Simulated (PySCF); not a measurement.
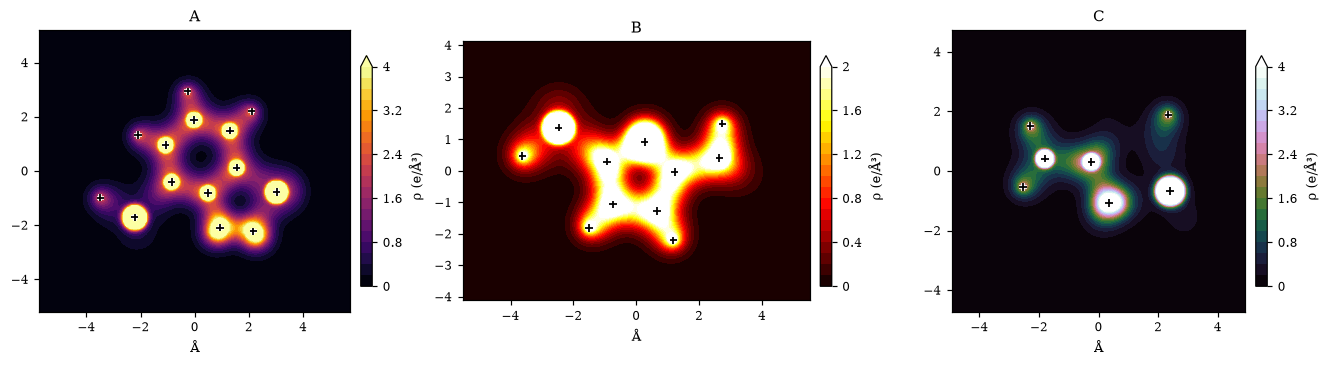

The electron density of 3 systems, each on a plane through atoms (crosses mark nuclei in the plane).

Method: PySCF, PBE0/pcSseg-1, SCF density, gas phase, non-relativistic.

System 1: C$_{5}$H$_{6}$F$_{2}$OSi (SMILES FC(F)c1ccc([SiH3])o1), the plane of atoms C4, C5 and C6. Geometry: GFN2-xTB.

```xyz
15

F    -3.3034   -0.1877    0.8678
C    -2.4585    0.7107    0.2959
F    -3.1134    1.1756   -0.8011
C    -1.1601    0.0814   -0.0699
C    -0.8652   -0.9706   -0.8912
C     0.5371   -1.1089   -0.8429
C     1.0075   -0.1371    0.0010
Si    2.7263    0.3405    0.5870
O    -0.0337    0.5876    0.4706
H    -2.3260    1.5495    0.9959
H    -1.5656   -1.5579   -1.4488
H     1.1282   -1.8337   -1.3640
H     2.9837    1.7265    0.1953
H     2.7764    0.2080    2.0432
H     3.6622   -0.5761   -0.0607
```

System 2: C$_{5}$H$_{15}$AlBN, the plane of atoms H9, B1 and H10. Geometry: PBE0-D3(BJ)/def2-SVP.

```xyz
23

B    -0.1674    2.3155   -0.2303
C    -0.3676    0.7801   -0.4322
C    -1.7626    0.2469   -0.0352
C    -1.9113   -1.2420   -0.3708
Al   -0.0710   -2.0258   -0.3234
N     0.6930   -0.1345    0.1001
C     1.9828    0.0857   -0.5592
C     0.8403    0.0021    1.5538
H    -1.0240    3.0529   -0.6555
H     0.8092    2.8057    0.2870
H    -0.3164    0.6775   -1.5404
H    -2.5120    0.8846   -0.5338
H    -1.9157    0.4154    1.0447
H    -2.3093   -1.3508   -1.3951
H    -2.6434   -1.7207    0.2983
H     0.6004   -2.3371   -1.7547
H     0.4203   -2.9168    0.9228
H     2.3779    1.0933   -0.3445
H     2.7069   -0.6610   -0.2041
H     1.8678   -0.0415   -1.6439
H     1.1451    1.0268    1.8272
H    -0.1063   -0.2395    2.0545
H     1.5965   -0.7092    1.9109
```

System 3: C$_{6}$H$_{6}$N$_{2}$SSi, the plane of atoms C5, C4 and H15. Geometry: GFN2-xTB.

```xyz
16

Si    2.5506    0.0560   -0.0238
C     0.6830   -0.2282   -0.0164
C     0.0733   -1.4662   -0.0521
C    -1.3167   -1.6196   -0.0436
C    -2.1623   -0.5316    0.0031
C    -1.5813    0.7276    0.0398
S    -2.2645    2.3134    0.1016
N    -0.7301    2.9990    0.1085
N     0.2039    2.1793    0.0705
C    -0.1718    0.8786    0.0303
H     2.9218    0.7508    1.2062
H     3.1666   -1.2738   -0.0761
H     2.9015    0.8365   -1.2074
H     0.6903   -2.3520   -0.0887
H    -1.7373   -2.6142   -0.0736
H    -3.2347   -0.6467    0.0103
```

Question: Match each panel to its system.

Answer: Panel A is system 3, C$_{6}$H$_{6}$N$_{2}$SSi: the plane holds Si, C, S, N and H. N–N (1.24 Å): ρ is about 3.1 e/Å³ halfway. Panel B is system 1, C$_{5}$H$_{6}$F$_{2}$OSi: the plane holds C, Si, O and H. C–O (1.35 Å): ρ at the midpoint is about 2.4 e/Å³. Panel C is system 2, C$_{5}$H$_{15}$AlBN: the plane holds B, C, Al, N and H. C–B (1.56 Å): the density is about 1.5 e/Å³ at the midpoint.
